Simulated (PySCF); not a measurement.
**Te⁺: excitation energy in x2c-TZVPPall plus 1 even-tempered diffuse shell per l**

Each state of tellurium is computed at each level; their differences give the excitation energy. How far do the methods differ?

The numbers are computed with PySCF 2.14.0 (unrestricted determinants in a Gaussian basis, no spin-orbit coupling in the energies), except any that are marked as measured or tabulated.

## (1) What is computed

| Property | Result |
| --- | --- |
| Element | tellurium (Z = 52) |
| Basis | x2c-TZVPPall with one added diffuse shell each of s, p, d, f type (9s7p5d3f, 76 functions) |
| Hamiltonian | scalar relativity by spin-free X2C-1e |
| State 1 | Te⁺: [Kr] 4d10 5s1 5p4, 5s spin antiparallel (an excited configuration) |
| Needed too, but not shown | Te⁺ [Kr] 4d10 5s2 5p3 (4S) |
| Methods | UHF, LDA, PBE, PBE0, r2SCAN, HSE06, LC-wPBE, TPSSh, wB97M-V, MP2 |
| Core shells frozen in the correlated runs | valence: [Kr] 4d10; valence and next inner shell: [Ar] 3d10 (for Te⁺) |

The runs were made by one driver on top of PySCF. The scripts below sum up each run's settings (the driver also hands on starting orbitals that pick excited configurations, and frozen orbitals as a list rather than a count), and the logs come from the driver's own runs. The driver starts from symmetry-adapted Hartree-Fock orbitals, holds the occupation by maximum overlap and uses a logarithmic radial grid for functionals, so a plain start would take other cycles.

The integrals over 76 functions and the set-up took 3.9 s of CPU time.

## (2) Te⁺ [Kr] 4d10 5s1 5p4, s spin flipped

Level: UHF.

input.py

```python
from pyscf import gto, scf, dft, mp, cc
import basis_set_exchange as bse
mol = gto.M(atom="Te 0 0 0", charge=1, spin=1, symmetry="D2h",
            basis=gto.basis.parse(bse.get_basis("x2c-TZVPPall", elements=["Te"], fmt="nwchem", augment_diffuse=1)),
            nucmod="G")
mf = scf.UHF(mol).sfx2c1e()
mf.irrep_nelec = {'Ag': (8, 9), 'B1g': (2, 2), 'B2g': (2, 2), 'B3g': (2, 2), 'B1u': (4, 3), 'B2u': (4, 4), 'B3u': (4, 3)}
mf.kernel()
```

The log of the run:

```text
damping factor = 0
level_shift factor = 0
DIIS = <class 'pyscf.scf.diis.CDIIS'>
diis_start_cycle = 1
diis_space = 10
diis_damp = 0
SCF conv_tol = 1e-09
SCF conv_tol_grad = None
number electrons alpha = 26  beta = 25
cycle= 1 E= -6790.05129879514  delta_E= -0.00446  |g|= 0.023  |ddm|= 0.0862
cycle= 2 E= -6790.05183784925  delta_E= -0.000539  |g|= 0.00891  |ddm|= 0.0305
cycle= 3 E= -6790.05193527208  delta_E= -9.74e-05  |g|= 0.000853  |ddm|= 0.019
cycle= 4 E= -6790.05193610762  delta_E= -8.36e-07  |g|= 0.00023  |ddm|= 0.00202
cycle= 5 E= -6790.05193613536  delta_E= -2.77e-08  |g|= 5.61e-05  |ddm|= 0.000361
cycle= 6 E= -6790.05193613902  delta_E= -3.66e-09  |g|= 1.19e-05  |ddm|= 0.000184
cycle= 7 E= -6790.05193613925  delta_E= -2.34e-10  |g|= 2e-06  |ddm|= 5.54e-05
converged SCF energy = -6790.05193613925  <S^2> = 1.7563209  2S+1 = 2.8328931
```

CPU time 32 s on a shared host, the integrals not counted.

The occupied shells:

```tsv
shell	electrons	mean orbital energy (eV)	spread (eV)	rms radius (bohr)
1s β	1	-31982.2	0	0.0318
1s α	1	-31982.1	0	0.0318
2s β	1	-5011.0	0	0.130
2s α	1	-5010.8	0	0.130
2p α	3	-4495.5	0.114	0.116
2p β	3	-4495.5	0.028	0.116
3s β	1	-1047.8	0	0.343
3s α	1	-1047.7	0	0.343
3p α	3	-875.84	0.287	0.343
3p β	3	-875.77	0.048	0.343
3d α	5	-614.71	0.250	0.322
3d β	5	-614.69	0.186	0.322
4s β	1	-204.37	0	0.815
4s α	1	-204.09	0	0.815
4p α	3	-148.56	0.618	0.876
4p β	3	-148.43	0.043	0.876
4d α	5	-64.090	0.705	1.04
4d β	5	-64.084	0.392	1.04
5s β	1	-28.502	0	2.17
5p β	1	-17.965	0	2.69
5p α	3	-17.299	1.474	2.69
```

⟨S²⟩ = 1.756, ⟨L²⟩ = 2.04.

Spin-orbit constants on these orbitals (cm⁻¹; bare nucleus, screened nucleus, mean field): 5p 4224, 4061, 3962.

With the s spin flipped the determinant is a mixture of two multiplicities, not a spectroscopic state.

Level: LDA.

input.py, as changed from the run before:

```diff
@@ -5,3 +5,3 @@
             nucmod="G")
-mf = scf.UHF(mol).sfx2c1e()
+mf = dft.UKS(mol, xc="LDA,VWN").sfx2c1e()
 mf.irrep_nelec = {'Ag': (8, 9), 'B1g': (2, 2), 'B2g': (2, 2), 'B3g': (2, 2), 'B1u': (4, 3), 'B2u': (4, 4), 'B3u': (4, 3)}
```

The log of the run:

```text
damping factor = 0
level_shift factor = 0
DIIS = <class 'pyscf.scf.diis.CDIIS'>
diis_start_cycle = 1
diis_space = 10
diis_damp = 0
SCF conv_tol = 1e-09
SCF conv_tol_grad = None
number electrons alpha = 26  beta = 25
XC functionals = LDA,VWN
    P. A. M. Dirac.,  Math. Proc. Cambridge Philos. Soc. 26, 376 (1930)
    F. Bloch.,  Z. Phys. 57, 545 (1929)
    S. H. Vosko, L. Wilk, and M. Nusair.,  Can. J. Phys. 58, 1200 (1980)
cycle= 1 E= -6786.59796017592  delta_E= -0.0244  |g|= 0.06  |ddm|= 0.397
cycle= 2 E= -6786.59855525494  delta_E= -0.000595  |g|= 0.0108  |ddm|= 0.122
cycle= 3 E= -6786.59860699642  delta_E= -5.17e-05  |g|= 0.00371  |ddm|= 0.0328
cycle= 4 E= -6786.59861052227  delta_E= -3.53e-06  |g|= 0.00054  |ddm|= 0.00523
cycle= 5 E= -6786.59861056657  delta_E= -4.43e-08  |g|= 1.73e-05  |ddm|= 0.00054
cycle= 6 E= -6786.59861056673  delta_E= -1.66e-10  |g|= 2.1e-06  |ddm|= 2.99e-05
converged SCF energy = -6786.59861056673  <S^2> = 1.7506363  2S+1 = 2.828877
```

CPU time 1.2 s on a shared host, the integrals not counted.

Level: PBE.

input.py, as changed from the run before:

```diff
@@ -5,3 +5,3 @@
             nucmod="G")
-mf = dft.UKS(mol, xc="LDA,VWN").sfx2c1e()
+mf = dft.UKS(mol, xc="PBE").sfx2c1e()
 mf.irrep_nelec = {'Ag': (8, 9), 'B1g': (2, 2), 'B2g': (2, 2), 'B3g': (2, 2), 'B1u': (4, 3), 'B2u': (4, 4), 'B3u': (4, 3)}
```

The log of the run:

```text
damping factor = 0
level_shift factor = 0
DIIS = <class 'pyscf.scf.diis.CDIIS'>
diis_start_cycle = 1
diis_space = 10
diis_damp = 0
SCF conv_tol = 1e-09
SCF conv_tol_grad = None
number electrons alpha = 26  beta = 25
XC functionals = PBE
    J. P. Perdew, K. Burke, and M. Ernzerhof.,  Phys. Rev. Lett. 77, 3865 (1996)
    J. P. Perdew, K. Burke, and M. Ernzerhof.,  Phys. Rev. Lett. 78, 1396 (1997)
    J. P. Perdew, K. Burke, and M. Ernzerhof.,  Phys. Rev. Lett. 77, 3865 (1996)
    J. P. Perdew, K. Burke, and M. Ernzerhof.,  Phys. Rev. Lett. 78, 1396 (1997)
cycle= 1 E= -6792.51599274086  delta_E= -0.0162  |g|= 0.0405  |ddm|= 0.334
cycle= 2 E= -6792.51635180846  delta_E= -0.000359  |g|= 0.0169  |ddm|= 0.105
cycle= 3 E= -6792.51642637552  delta_E= -7.46e-05  |g|= 0.0109  |ddm|= 0.0362
cycle= 4 E= -6792.51644443179  delta_E= -1.81e-05  |g|= 0.000267  |ddm|= 0.00801
cycle= 5 E= -6792.51644447931  delta_E= -4.75e-08  |g|= 2.71e-05  |ddm|= 0.000839
cycle= 6 E= -6792.51644447983  delta_E= -5.13e-10  |g|= 3.08e-06  |ddm|= 5.87e-05
converged SCF energy = -6792.51644447983  <S^2> = 1.7513129  2S+1 = 2.8293554
```

CPU time 2.4 s on a shared host, the integrals not counted.

Level: PBE0.

input.py, as changed from the run before:

```diff
@@ -5,3 +5,3 @@
             nucmod="G")
-mf = dft.UKS(mol, xc="PBE").sfx2c1e()
+mf = dft.UKS(mol, xc="PBE0").sfx2c1e()
 mf.irrep_nelec = {'Ag': (8, 9), 'B1g': (2, 2), 'B2g': (2, 2), 'B3g': (2, 2), 'B1u': (4, 3), 'B2u': (4, 4), 'B3u': (4, 3)}
```

The log of the run:

```text
damping factor = 0
level_shift factor = 0
DIIS = <class 'pyscf.scf.diis.CDIIS'>
diis_start_cycle = 1
diis_space = 10
diis_damp = 0
SCF conv_tol = 1e-09
SCF conv_tol_grad = None
number electrons alpha = 26  beta = 25
XC functionals = PBE0
    C. Adamo and V. Barone.,  J. Chem. Phys. 110, 6158 (1999)
    M. Ernzerhof and G. E. Scuseria.,  J. Chem. Phys. 110, 5029 (1999)
cycle= 1 E= -6792.57988990456  delta_E= -0.0108  |g|= 0.0267  |ddm|= 0.247
cycle= 2 E= -6792.58006730684  delta_E= -0.000177  |g|= 0.0143  |ddm|= 0.0572
cycle= 3 E= -6792.58010509034  delta_E= -3.78e-05  |g|= 0.00475  |ddm|= 0.0164
cycle= 4 E= -6792.58010842849  delta_E= -3.34e-06  |g|= 0.000257  |ddm|= 0.0033
cycle= 5 E= -6792.58010849974  delta_E= -7.13e-08  |g|= 1.53e-05  |ddm|= 0.00078
cycle= 6 E= -6792.58010849989  delta_E= -1.43e-10  |g|= 2.25e-06  |ddm|= 3.04e-05
converged SCF energy = -6792.58010849989  <S^2> = 1.7517455  2S+1 = 2.8296611
```

It used 2.9 s of CPU time after the integrals (shared host).

Level: r2SCAN.

input.py, as changed from the run before:

```diff
@@ -5,3 +5,3 @@
             nucmod="G")
-mf = dft.UKS(mol, xc="PBE0").sfx2c1e()
+mf = dft.UKS(mol, xc="R2SCAN").sfx2c1e()
 mf.irrep_nelec = {'Ag': (8, 9), 'B1g': (2, 2), 'B2g': (2, 2), 'B3g': (2, 2), 'B1u': (4, 3), 'B2u': (4, 4), 'B3u': (4, 3)}
```

The log of the run:

```text
damping factor = 0
level_shift factor = 0
DIIS = <class 'pyscf.scf.diis.CDIIS'>
diis_start_cycle = 1
diis_space = 10
diis_damp = 0
SCF conv_tol = 1e-09
SCF conv_tol_grad = None
number electrons alpha = 26  beta = 25
XC functionals = R2SCAN
    J. W. Furness, A. D. Kaplan, J. Ning, J. P. Perdew, and J. Sun.,  J. Phys. Chem. Lett. 11, 8208-8215 (2020)
    J. W. Furness, A. D. Kaplan, J. Ning, J. P. Perdew, and J. Sun.,  J. Phys. Chem. Lett. 11, 9248-9248 (2020)
    J. W. Furness, A. D. Kaplan, J. Ning, J. P. Perdew, and J. Sun.,  J. Phys. Chem. Lett. 11, 8208-8215 (2020)
    J. W. Furness, A. D. Kaplan, J. Ning, J. P. Perdew, and J. Sun.,  J. Phys. Chem. Lett. 11, 9248-9248 (2020)
cycle= 1 E= -6792.94707348901  delta_E= -0.0112  |g|= 0.0317  |ddm|= 0.256
cycle= 2 E= -6792.94725330981  delta_E= -0.00018  |g|= 0.00535  |ddm|= 0.0539
cycle= 3 E= -6792.94726174529  delta_E= -8.44e-06  |g|= 0.00398  |ddm|= 0.0124
cycle= 4 E= -6792.9472644409  delta_E= -2.7e-06  |g|= 0.000239  |ddm|= 0.00345
cycle= 5 E= -6792.94726450418  delta_E= -6.33e-08  |g|= 2.25e-05  |ddm|= 0.000806
cycle= 6 E= -6792.94726450461  delta_E= -4.36e-10  |g|= 3.14e-06  |ddm|= 5.68e-05
converged SCF energy = -6792.94726450461  <S^2> = 1.7521973  2S+1 = 2.8299804
```

CPU time 3.9 s on a shared host, the integrals not counted.

Level: HSE06.

input.py, as changed from the run before:

```diff
@@ -5,3 +5,3 @@
             nucmod="G")
-mf = dft.UKS(mol, xc="R2SCAN").sfx2c1e()
+mf = dft.UKS(mol, xc="HSE06").sfx2c1e()
 mf.irrep_nelec = {'Ag': (8, 9), 'B1g': (2, 2), 'B2g': (2, 2), 'B3g': (2, 2), 'B1u': (4, 3), 'B2u': (4, 4), 'B3u': (4, 3)}
```

The log of the run:

```text
damping factor = 0
level_shift factor = 0
DIIS = <class 'pyscf.scf.diis.CDIIS'>
diis_start_cycle = 1
diis_space = 10
diis_damp = 0
SCF conv_tol = 1e-09
SCF conv_tol_grad = None
number electrons alpha = 26  beta = 25
XC functionals = HSE06
    J. Heyd, G. E. Scuseria, and M. Ernzerhof.,  J. Chem. Phys. 118, 8207 (2003)
    J. Heyd, G. E. Scuseria, and M. Ernzerhof.,  J. Chem. Phys. 124, 219906 (2006)
    A. V. Krukau, O. A. Vydrov, A. F. Izmaylov, and G. E. Scuseria.,  J. Chem. Phys. 125, 224106 (2006)
cycle= 1 E= -6792.50342760751  delta_E= -0.0103  |g|= 0.0267  |ddm|= 0.251
cycle= 2 E= -6792.50361257407  delta_E= -0.000185  |g|= 0.0124  |ddm|= 0.0649
cycle= 3 E= -6792.50364566526  delta_E= -3.31e-05  |g|= 0.00577  |ddm|= 0.019
cycle= 4 E= -6792.50365039787  delta_E= -4.73e-06  |g|= 0.000194  |ddm|= 0.0039
cycle= 5 E= -6792.50365043294  delta_E= -3.51e-08  |g|= 2.23e-05  |ddm|= 0.000576
cycle= 6 E= -6792.50365043323  delta_E= -2.98e-10  |g|= 1.82e-06  |ddm|= 5.2e-05
converged SCF energy = -6792.50365043323  <S^2> = 1.751593  2S+1 = 2.8295533
```

It used 9.1 s of CPU time after the integrals (shared host).

Level: LC-wPBE.

input.py, as changed from the run before:

```diff
@@ -5,3 +5,3 @@
             nucmod="G")
-mf = dft.UKS(mol, xc="HSE06").sfx2c1e()
+mf = dft.UKS(mol, xc="LC_WPBE").sfx2c1e()
 mf.irrep_nelec = {'Ag': (8, 9), 'B1g': (2, 2), 'B2g': (2, 2), 'B3g': (2, 2), 'B1u': (4, 3), 'B2u': (4, 4), 'B3u': (4, 3)}
```

The log of the run:

```text
damping factor = 0
level_shift factor = 0
DIIS = <class 'pyscf.scf.diis.CDIIS'>
diis_start_cycle = 1
diis_space = 10
diis_damp = 0
SCF conv_tol = 1e-09
SCF conv_tol_grad = None
number electrons alpha = 26  beta = 25
XC functionals = LC_WPBE
    O. A. Vydrov and G. E. Scuseria.,  J. Chem. Phys. 125, 234109 (2006)
cycle= 1 E= -6792.43111921679  delta_E= -0.0162  |g|= 0.0355  |ddm|= 0.236
cycle= 2 E= -6792.4315258209  delta_E= -0.000407  |g|= 0.00585  |ddm|= 0.0389
cycle= 3 E= -6792.43156185112  delta_E= -3.6e-05  |g|= 0.00179  |ddm|= 0.0125
cycle= 4 E= -6792.43156627009  delta_E= -4.42e-06  |g|= 0.000286  |ddm|= 0.00606
cycle= 5 E= -6792.43156632345  delta_E= -5.34e-08  |g|= 0.000139  |ddm|= 0.000712
cycle= 6 E= -6792.43156632856  delta_E= -5.11e-09  |g|= 1.05e-05  |ddm|= 0.000152
cycle= 7 E= -6792.43156632873  delta_E= -1.66e-10  |g|= 1.33e-06  |ddm|= 3.62e-05
converged SCF energy = -6792.43156632873  <S^2> = 1.7516922  2S+1 = 2.8296234
```

CPU time 7.3 s on a shared host, the integrals not counted.

Level: TPSSh.

input.py, as changed from the run before:

```diff
@@ -5,3 +5,3 @@
             nucmod="G")
-mf = dft.UKS(mol, xc="LC_WPBE").sfx2c1e()
+mf = dft.UKS(mol, xc="TPSSH").sfx2c1e()
 mf.irrep_nelec = {'Ag': (8, 9), 'B1g': (2, 2), 'B2g': (2, 2), 'B3g': (2, 2), 'B1u': (4, 3), 'B2u': (4, 4), 'B3u': (4, 3)}
```

The log of the run:

```text
damping factor = 0
level_shift factor = 0
DIIS = <class 'pyscf.scf.diis.CDIIS'>
diis_start_cycle = 1
diis_space = 10
diis_damp = 0
SCF conv_tol = 1e-09
SCF conv_tol_grad = None
number electrons alpha = 26  beta = 25
XC functionals = TPSSH
    V. N. Staroverov, G. E. Scuseria, J. Tao, and J. P. Perdew.,  J. Chem. Phys. 119, 12129 (2003)
cycle= 1 E= -6792.66132034101  delta_E= -0.0123  |g|= 0.0332  |ddm|= 0.259
cycle= 2 E= -6792.66151448007  delta_E= -0.000194  |g|= 0.006  |ddm|= 0.0626
cycle= 3 E= -6792.66152444147  delta_E= -9.96e-06  |g|= 0.00457  |ddm|= 0.0137
cycle= 4 E= -6792.66152794635  delta_E= -3.5e-06  |g|= 0.000186  |ddm|= 0.00394
cycle= 5 E= -6792.66152797902  delta_E= -3.27e-08  |g|= 2.34e-05  |ddm|= 0.000647
cycle= 6 E= -6792.66152797931  delta_E= -2.87e-10  |g|= 1.47e-06  |ddm|= 5.01e-05
converged SCF energy = -6792.66152797931  <S^2> = 1.7514864  2S+1 = 2.829478
```

CPU time 4.1 s on a shared host, the integrals not counted.

Level: wB97M-V.

input.py, as changed from the run before:

```diff
@@ -5,3 +5,3 @@
             nucmod="G")
-mf = dft.UKS(mol, xc="TPSSH").sfx2c1e()
+mf = dft.UKS(mol, xc="WB97M_V").sfx2c1e()
 mf.irrep_nelec = {'Ag': (8, 9), 'B1g': (2, 2), 'B2g': (2, 2), 'B3g': (2, 2), 'B1u': (4, 3), 'B2u': (4, 4), 'B3u': (4, 3)}
```

The log of the run:

```text
damping factor = 0
level_shift factor = 0
DIIS = <class 'pyscf.scf.diis.CDIIS'>
diis_start_cycle = 1
diis_space = 10
diis_damp = 0
SCF conv_tol = 1e-09
SCF conv_tol_grad = None
number electrons alpha = 26  beta = 25
XC functionals = WB97M_V
    N. Mardirossian and M. Head-Gordon.,  J. Chem. Phys. 144, 214110 (2016)
NLC functional = WB97M_V
cycle= 1 E= -6792.46762307859  delta_E= -0.00926  |g|= 0.0238  |ddm|= 0.195
cycle= 2 E= -6792.46787127212  delta_E= -0.000248  |g|= 0.00436  |ddm|= 0.0381
cycle= 3 E= -6792.46789083122  delta_E= -1.96e-05  |g|= 0.00151  |ddm|= 0.012
cycle= 4 E= -6792.46789218044  delta_E= -1.35e-06  |g|= 0.000751  |ddm|= 0.00369
cycle= 5 E= -6792.46789236591  delta_E= -1.85e-07  |g|= 4.96e-05  |ddm|= 0.00123
cycle= 6 E= -6792.46789236842  delta_E= -2.51e-09  |g|= 4.79e-06  |ddm|= 0.000187
cycle= 7 E= -6792.46789236846  delta_E= -3.82e-11  |g|= 4.9e-07  |ddm|= 1.61e-05
converged SCF energy = -6792.46789236846  <S^2> = 1.7506352  2S+1 = 2.8288763
```

CPU time 10 s on a shared host, the integrals not counted.

## (3) Te⁺ [Kr] 4d10 5s1 5p4, s spin flipped, continued

Level: MP2 (valence).

Edit input.py of step 2 so:

```diff
@@ -5,4 +5,5 @@
             nucmod="G")
-mf = dft.UKS(mol, xc="WB97M_V").sfx2c1e()
+mf = scf.UHF(mol).sfx2c1e()
 mf.irrep_nelec = {'Ag': (8, 9), 'B1g': (2, 2), 'B2g': (2, 2), 'B3g': (2, 2), 'B1u': (4, 3), 'B2u': (4, 4), 'B3u': (4, 3)}
 mf.kernel()
+mp.UMP2(mf, frozen=23).kernel()
```

The driver printed no log here.

It used 0.53 s of CPU time after the integrals (shared host).

With 5 electrons correlated, the MP2 correlation energy is -0.11108 hartree (-0.01613 same spin, -0.09495 opposite spin); the SCS form gives -0.11931. Largest pairs of shells: 5s-5p -0.0564, 5p-5p -0.0546, 5s-5s 0.0000.

Level: MP2 (valence and next inner shell).

input.py, as changed from the run before:

```diff
@@ -8,2 +8,2 @@
 mf.kernel()
-mp.UMP2(mf, frozen=23).kernel()
+mp.UMP2(mf, frozen=14).kernel()
```

No log was kept for this step.

CPU time 0.77 s on a shared host, the integrals not counted.

With 23 electrons correlated, the MP2 correlation energy is -0.58928 hartree (-0.20021 same spin, -0.38907 opposite spin); the SCS form gives -0.53362. Largest pairs of shells: 4d-4d -0.2338, 4d-5p -0.0979, 5s-5p -0.0564, 4p-4d -0.0560, 5p-5p -0.0546.

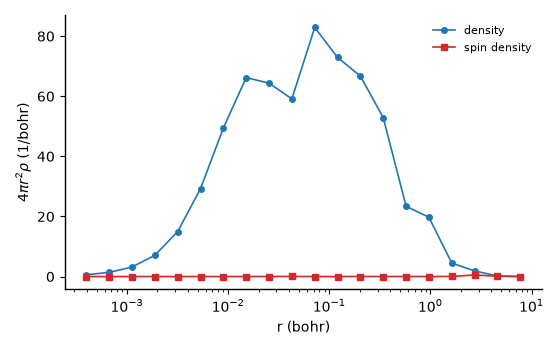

Radial density 4πr²ρ of Te⁺ at UHF, without picture-change correction, at 20 stored radii joined by straight lines.

## (4) The energy differences

Excitation energy: Te⁺ [Kr] 4d10 5s2 5p3 (4S) → Te⁺ [Kr] 4d10 5s1 5p4, s spin flipped.

```tsv
method	value (eV)
UHF	14.109
LDA	11.172
PBE	11.227
PBE0	11.933
r2SCAN	11.816
HSE06	11.826
LC-wPBE	12.516
TPSSh	11.645
wB97M-V	12.091
MP2 (valence)	12.712
SCS-MP2 (valence)	12.441
MP2 (valence and next inner shell)	12.264
SCS-MP2 (valence and next inner shell)	12.057
```

The upper determinant mixes two multiplicities, so it lies between the two terms.

The differences also use runs on Te⁺ [Kr] 4d10 5s2 5p3 (4S), which are not shown here.

## (5) What came out

```
                                                  quantity                                                     value
excitation energy, Te⁺ → [Kr] 4d10 5s1 5p4, s spin flipped  UHF 14.109, MP2 (valence and next inner shell) 12.264 eV
```

The methods span 2.938 eV, from LDA (11.172) to UHF (14.109). No reference value is at hand in this session. All values hold for this basis alone; no basis-set limit was taken.
